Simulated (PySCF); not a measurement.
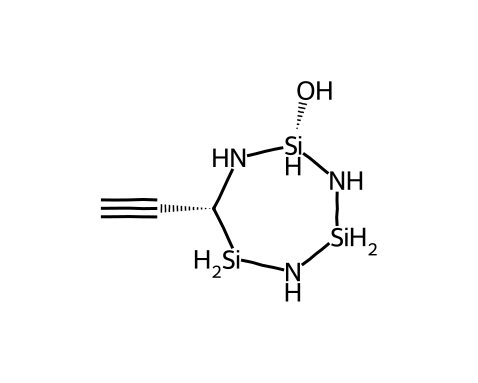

The computed structure is the end point of a GFN2-xTB optimisation. No frequency run is at hand to confirm it as a minimum. Method: PBE0/pcSseg-1, gas phase (PySCF 2.14.0).

Question: What is the HOMO energy (Kohn–Sham orbital)?

Answer: −6.58 eV.

Question: Give the dipole moment at this level.

Answer: 0.31 D.

Question: What is the HOMO–LUMO gap?

Answer: 7.10 eV.

The geometry is semi-empirical. Around Si such bond lengths and angles can be off by a tenth of an ångström or more and by several degrees, and values that hang on the shape move with them.
